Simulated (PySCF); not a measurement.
**Run report: C3H10NPSi, excited-state calculation**

C3H10NPSi, computed with TDDFT CAM-B3LYP/def2-SVPD, vertical, gas phase, core orbitals frozen in the response (PySCF 2.14.0).

The geometry comes from this level: GFN2-xTB. It belongs to a series of runs on one base structure; here: H on N replaced by vinyl.

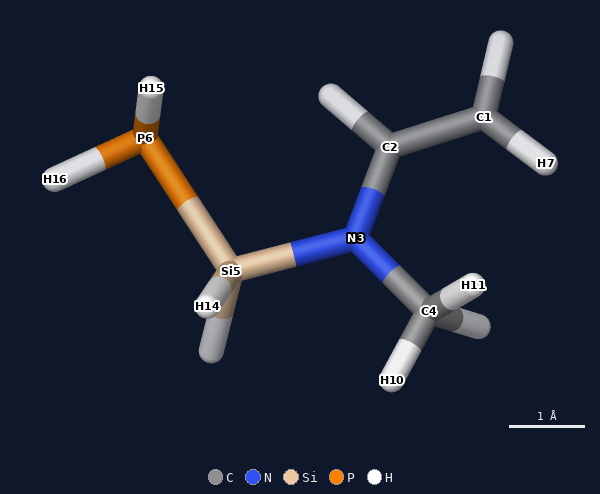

The structure (stick view, seen at a tilt; atoms are numbered from 1 in the order of the input).

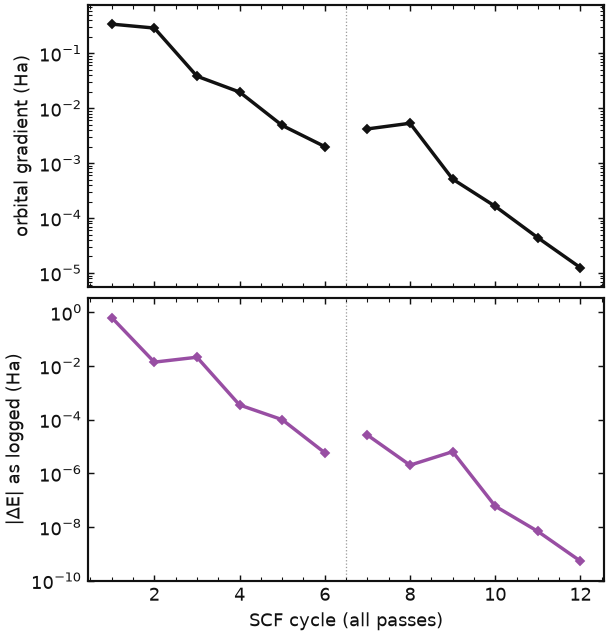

Convergence of the self-consistent field: orbital gradient and size of the energy change against the SCF cycle. The dotted line marks the change from a coarse to the final integration grid. The first 6 cycles use a coarse grid, the final grid takes over at cycle 7, and the field converges after 12 cycles in all.

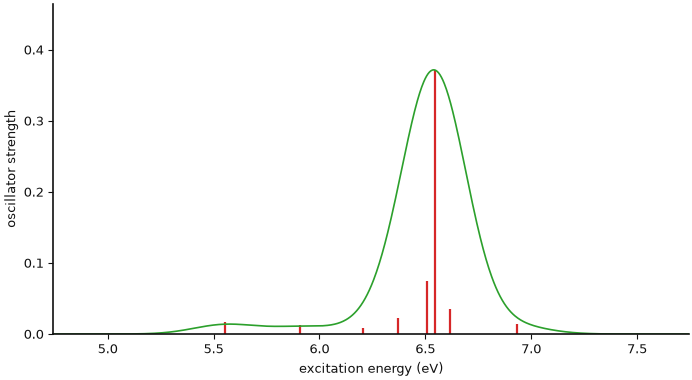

Computed excitations as sticks (degenerate states added up, dark ones marked on the axis), with a Gaussian envelope of 0.35 eV full width at half maximum, scaled to the tallest. Of the 8 states the lowest lies at 5.56 eV (f = 0.018); the strongest line is at 6.54 eV, or 189 nm (f = 0.372).

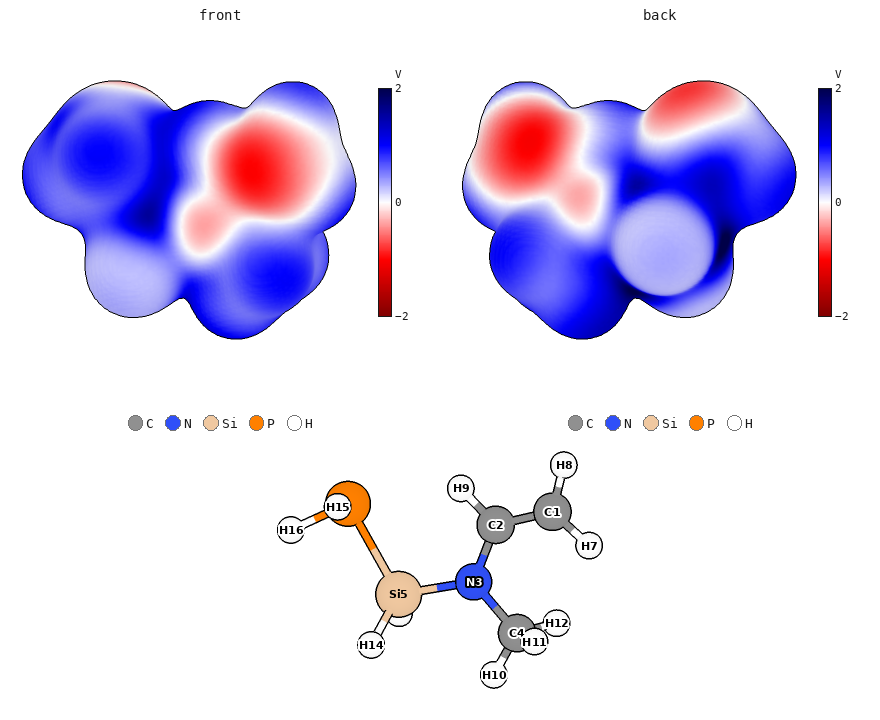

The molecular electrostatic potential painted on the density surface at 0.004 e/bohr³, seen at a tilt and from behind; red is negative and blue positive. The bare structure is drawn below in the same view. A positive charge is drawn to the negative regions and a negative charge to the positive ones. Its dipole moment is 1.46 D.

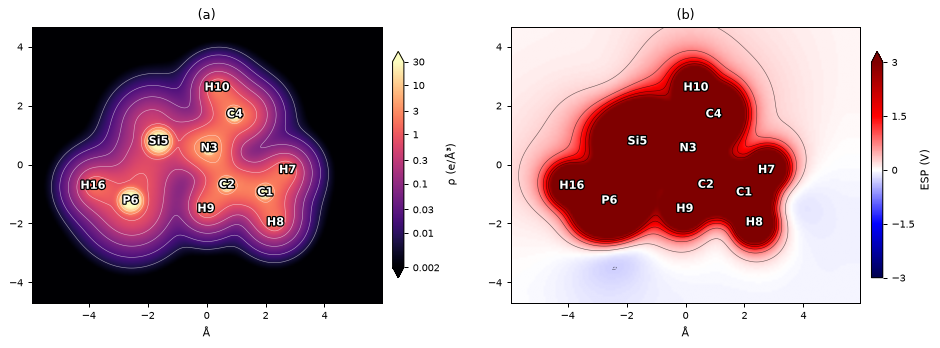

(a) total electron density; (b) molecular electrostatic potential on the plane of atoms C2, N3 and C4. Atoms in the plane: C, N, Si, P and H. C–C (1.33 Å): ρ is about 2.3 e/Å³ halfway. C–N (1.38 Å): ρ at the midpoint is about 2.2 e/Å³. Si–N (1.73 Å): ρ is about 1.1 e/Å³ halfway. Si–P (2.23 Å): ρ at the midpoint is about 0.77 e/Å³. C–H (1.07 Å): ρ at the midpoint is about 2 e/Å³. The potential has no marked negative region in this plane.

These pictures come from the run below.

Input
```
{"job": {"kind": "uv", "xc": "CAM-B3LYP", "basis": "def2-SVPD", "nstates": 8, "ntriplets": 3}, "charge": 0, "multiplicity": 1}
C     -2.113751    -0.958471     0.705705
C     -0.831733    -0.811136     0.397786
N     -0.230202     0.294525    -0.170134
C     -1.086119     1.411020    -0.493000
Si     1.453813     0.388659    -0.545514
P      2.391033    -1.534235     0.099600
H     -2.857274    -0.201316     0.535825
H     -2.457277    -1.874363     1.149933
H     -0.133019    -1.617868     0.594114
H     -0.490471     2.205164    -0.933368
H     -1.575544     1.794461     0.405601
H     -1.855519     1.111126    -1.208736
H      1.654639     0.520652    -1.997278
H      2.004684     1.585166     0.112950
H      2.439916    -1.221604     1.446287
H      3.679225    -1.082837    -0.111181
```

The first line tells a small driver script what to run in PySCF; the rest is the geometry in Å.

Run as:
```bash
OMP_NUM_THREADS=1 python <driver script> task.json out
```

Log
```
coarse grid: 13768 points
cycle   1  E = -805.3817795426  dE =  6.328e-01  |g| = 3.394e-01  |ddm| = 6.761e+00
cycle   2  E = -805.3955891452  dE = -1.381e-02  |g| = 2.878e-01  |ddm| = 1.156e+00
cycle   3  E = -805.4166216525  dE = -2.103e-02  |g| = 3.824e-02  |ddm| = 4.428e-01
cycle   4  E = -805.4169709268  dE = -3.493e-04  |g| = 1.970e-02  |ddm| = 1.210e-01
cycle   5  E = -805.4170699216  dE = -9.899e-05  |g| = 4.856e-03  |ddm| = 3.696e-02
cycle   6  E = -805.4170757165  dE = -5.795e-06  |g| = 2.000e-03  |ddm| = 1.021e-02
final grid: 122192 points
cycle   7  E = -805.5225513048  dE = -2.646e-05  |g| = 4.198e-03  |ddm| = 7.444e-02
cycle   8  E = -805.5225493018  dE =  2.003e-06  |g| = 5.319e-03  |ddm| = 1.511e-02
cycle   9  E = -805.5225556625  dE = -6.361e-06  |g| = 5.121e-04  |ddm| = 6.885e-03
cycle  10  E = -805.5225557216  dE = -5.912e-08  |g| = 1.635e-04  |ddm| = 1.062e-03
cycle  11  E = -805.5225557284  dE = -6.811e-09  |g| = 4.382e-05  |ddm| = 4.933e-04
cycle  12  E = -805.5225557289  dE = -5.302e-10  |g| = 1.247e-05  |ddm| = 1.067e-04
converged SCF energy = -805.5225557289

Static polarisability (au): isotropic 99.794, principal 76.000 103.661 119.721

Singlet excitations
state   eV       nm        f      main configurations
  1   5.5557    223.2   0.01756   H->L 0.77, H->L+3 0.11
  2   5.9066    209.9   0.01225   H->L+1 0.81
  3   6.2046    199.8   0.00808   H->L+2 0.46, H->L+3 0.35, H->L+4 0.11
  4   6.3730    194.5   0.02192   H->L+4 0.72, H->L+2 0.14
  5   6.5087    190.5   0.07476   H->L+3 0.40, H->L+2 0.20, H->L+5 0.14
  6   6.5445    189.4   0.37169   H->L+5 0.75
  7   6.6149    187.4   0.03541   H-1->L+1 0.53, H-1->L+2 0.31
  8   6.9324    178.8   0.01345   H->L+6 0.81

Triplet excitations (Tamm-Dancoff, eV): 4.2615 5.4533 5.8181
```

Key numbers

| quantity | value |
| --- | --- |
| outcome | converged |
| total energy | −805.522556 hartree |
| HOMO | −7.30 eV |
| LUMO | 1.02 eV |
| dipole moment | 1.46 D |
| mean polarisability | 99.79 a.u. |
| lowest singlet excitation | 5.56 eV |
| hardware | 1 CPU thread, shared host |
| wall time | 48 s |
| peak memory | 0.96 GiB |
